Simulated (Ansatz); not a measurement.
**BH3F− (SMILES [BH3-]F) at CCSD(T)/STO-3G**

What is the energy change on altering one bond length of BH3F− at CCSD(T)/STO-3G? 

The results are computed with Ansatz 0.2.0.

3 further runs of the same task are left out: 1 that didn't finish, 2 set aside as unsound or not needed.

### Step 1. The molecule

The species is BH3F− (5 atoms), meant as a singlet with charge -1. As SMILES, `[BH3-]F`. Geometry: relaxed at GFN2-xTB.

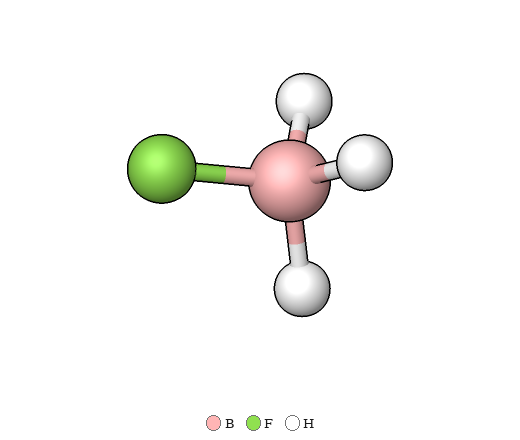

The structure, seen from a chosen angle (boron pink, fluorine green, hydrogen white).

### Step 2. A single-point energy at CCSD(T)/STO-3G

job.yaml reads:

```yaml
crystal:
  periodic: [false, false, false]
  atoms:
    - {symbol: B, position_ang: [-0.035750, 0.029280, -0.033890]}
    - {symbol: F, position_ang: [0.855550, -0.717910, 0.826970]}
    - {symbol: H, position_ang: [-1.067340, 0.264210, 0.588100]}
    - {symbol: H, position_ang: [-0.274560, -0.651290, -1.027540]}
    - {symbol: H, position_ang: [0.522090, 1.075700, -0.353640]}
basis:
  gaussian: {orbitals: STO-3G}
total_charge: -1
magnetization: {spin_polarized: false}
correlation: {method: ccsd_t, frozen_orbitals: {B: 1, F: 1, H: 0}}
accuracy: high
scf: {omitted_lower_state_checks: [cluster_reference, increment]}
```

Command:

```
ansatz run job.yaml --threads 1 --pin off --max-ram 2610MiB --events-out events.jsonl --progress --plain --runs-dir runs
```

The log of the run:

```text
Warning: RAYON_NUM_THREADS=1 ignored (pool sized by the plan → 1); use --threads N
Functional definition: HF
  name "HF"
  exchange = exact_x
  correlation = 0
these checks for a lower state are left out or cut short: cluster_reference, increment
207 factors; integrals over basis functions are off by at most 4.5e-8 eV
mean field evaluation 1: about -3374.5237 eV, gradient 1.4e1 eV
mean field evaluation 2: about -3374.5895 eV, gradient 1.4e1 eV
mean field evaluation 4: about -3375.4555 eV, gradient 6.2e-1 eV
mean field evaluation 8: about -3375.4565 eV, gradient 2.7e-6 eV
mean field -3375.45648571 eV, -124.0457378832 hartree, gradient 1.5e-8 eV, S^2 0.000000; 0 other end points of the search recorded, 0 dependent functions left out
2 core orbitals not correlated: weight in the atoms' cores, before any rotation towards them, 1.000 or more for the frozen orbitals, at most 0.000 for the correlated occupied ones
reference -3375.45648571 eV, -124.0457378832 hartree; 7, 7 occupied and 4, 4 virtual orbitals, 207 factors
second order -1.47749480 eV of doubles, -0.00000000 eV of singles
cycle   1  -1.83693717 eV  change   -3.6e-1 eV  update   4.9e-2
cycle   2  -2.02080056 eV  change   -1.8e-1 eV  update   1.7e-2
cycle   3  -2.03615769 eV  change   -1.5e-2 eV  update   3.5e-3
cycle   4  -2.03727185 eV  change   -1.1e-3 eV  update   1.1e-3
cycle   5  -2.03751981 eV  change   -2.5e-4 eV  update   2.2e-4
cycle   6  -2.03757377 eV  change   -5.4e-5 eV  update   4.7e-5
cycle   7  -2.03755964 eV  change    1.4e-5 eV  update   9.8e-6
cycle   8  -2.03756099 eV  change   -1.3e-6 eV  update   2.4e-6
cycle   9  -2.03756273 eV  change   -1.7e-6 eV  update   6.6e-7
cycle  10  -2.03756246 eV  change    2.7e-7 eV  update   1.1e-7
cycle  11  -2.03756237 eV  change    9.6e-8 eV  update   3.2e-8
cycle  12  -2.03756237 eV  change    1.6e-9 eV  update   1.1e-8
cycle  13  -2.03756239 eV  change   -2.5e-8 eV  update   6.0e-8
cycle  14  -2.03756242 eV  change   -3.0e-8 eV  update   1.8e-8
cycle  15  -2.03756242 eV  change    1.8e-9 eV  update   3.6e-9
cycle  16  -2.03756242 eV  change   -1.4e-9 eV  update   1.1e-9
cycle  17  -2.03756242 eV  change  -9.3e-10 eV  update  3.2e-10
perturbative correction -0.02721607 eV, -0.0010001721 hartree
Total energy: -3377.52126420 eV, -124.1216170932 hartree
Checks for a lower state left out: cluster_reference, increment
```

Wall time 0.14 s (1 thread of AMD EPYC 7R43 (Zen 3), shared host).

### Step 3. The distorted shape, same level

molecule.yaml reads:

```yaml
crystal:
  periodic: [false, false, false]
  atoms:
    - {symbol: B, position_ang: [-0.175200, -0.232306, 0.046042]}
    - {symbol: F, position_ang: [0.716100, -0.979496, 0.906902]}
    - {symbol: H, position_ang: [-1.206790, 0.002624, 0.668032]}
    - {symbol: H, position_ang: [-0.414010, -0.912876, -0.947608]}
    - {symbol: H, position_ang: [0.522090, 1.075700, -0.353640]}
basis:
  gaussian:
    orbitals: STO-3G
scf:
  omitted_lower_state_checks: [cluster_reference, increment]
accuracy: high
total_charge: -1
correlation:
  method: ccsd_t
  frozen_orbitals: {B: 1, F: 1, H: 0}
```

Command:

```
ansatz run molecule.yaml --threads 1 --pin off --max-ram 2610MiB --events-out events.jsonl --progress --plain --runs-dir runs
```

The log of the run:

```text
Warning: RAYON_NUM_THREADS=1 ignored (pool sized by the plan → 1); use --threads N
[... 4 set-up lines as earlier in the session ...]
these checks for a lower state are left out or cut short: cluster_reference, increment
207 factors; integrals over basis functions are off by at most 5.8e-8 eV
mean field evaluation 1: about -3373.1017 eV, gradient 1.5e1 eV
mean field evaluation 2: about -3373.1625 eV, gradient 1.5e1 eV
mean field evaluation 4: about -3374.3437 eV, gradient 8.7e-1 eV
mean field evaluation 8: about -3374.3459 eV, gradient 7.1e-6 eV
mean field -3374.34594319 eV, -124.0049261984 hartree, gradient 1.9e-8 eV, S^2 0.000000; 0 other end points of the search recorded, 0 dependent functions left out
2 core orbitals not correlated: weight in the atoms' cores, before any rotation towards them, 1.000 or more for the frozen orbitals, at most 0.000 for the correlated occupied ones
reference -3374.34594319 eV, -124.0049261984 hartree; 7, 7 occupied and 4, 4 virtual orbitals, 207 factors
second order -1.66757403 eV of doubles, -0.00000000 eV of singles
cycle   1  -2.07302478 eV  change   -4.1e-1 eV  update   5.8e-2
cycle   2  -2.29220203 eV  change   -2.2e-1 eV  update   2.1e-2
cycle   3  -2.31595066 eV  change   -2.4e-2 eV  update   5.1e-3
cycle   4  -2.31719768 eV  change   -1.2e-3 eV  update   1.5e-3
cycle   5  -2.31760420 eV  change   -4.1e-4 eV  update   3.8e-4
cycle   6  -2.31776010 eV  change   -1.6e-4 eV  update   9.8e-5
cycle   7  -2.31774127 eV  change    1.9e-5 eV  update   2.3e-5
cycle   8  -2.31774922 eV  change   -8.0e-6 eV  update   5.5e-6
cycle   9  -2.31775353 eV  change   -4.3e-6 eV  update   1.5e-6
cycle  10  -2.31775278 eV  change    7.5e-7 eV  update   4.0e-7
cycle  11  -2.31775247 eV  change    3.1e-7 eV  update   1.1e-7
cycle  12  -2.31775249 eV  change   -2.0e-8 eV  update   2.9e-8
cycle  13  -2.31775250 eV  change   -1.1e-8 eV  update   1.4e-8
cycle  14  -2.31775235 eV  change    1.6e-7 eV  update   4.8e-8
cycle  15  -2.31775230 eV  change    4.8e-8 eV  update   1.6e-8
cycle  16  -2.31775230 eV  change    1.2e-9 eV  update   3.3e-9
cycle  17  -2.31775230 eV  change  -8.1e-10 eV  update   1.1e-9
perturbative correction -0.03699870 eV, -0.0013596771 hartree
Total energy: -3376.70069419 eV, -124.0914617015 hartree
Checks for a lower state left out: cluster_reference, increment
```

Wall time 0.15 s (1 thread of AMD EPYC 7R43 (Zen 3), shared host).

### Step 4. Summary of results

Level: CCSD(T)/STO-3G, 2 core orbitals frozen.

| quantity | value |
| --- | --- |
| first shape: total energy | -124.12162 Eh |
| first shape: correlation energy (2 core orbitals frozen) | -75.9 mEh |
| first shape: (T) correction | -1.00 mEh |
| first shape: T1 diagnostic | 0.007 |
| distorted shape: total energy | -124.09146 Eh |
| distorted shape: correlation energy (2 core orbitals frozen) | -86.5 mEh |
| distorted shape: (T) correction | -1.36 mEh |
| distorted shape: T1 diagnostic | 0.008 |
| energy change with the B1–H5 bond stretched from 1.228 to 1.535 Å | 0.821 eV |

What this shows: With the B1–H5 bond stretched from 1.228 to 1.535 Å the energy rises by 0.82 eV (18.9 kcal/mol). The first shape isn't relaxed at this level, so the change isn't measured from a minimum. The minimal basis adds a large error of its own. The triples (first shape) make up 1.3 % of the correlation energy. The triples (distorted shape) make up 1.6 % of the correlation energy.
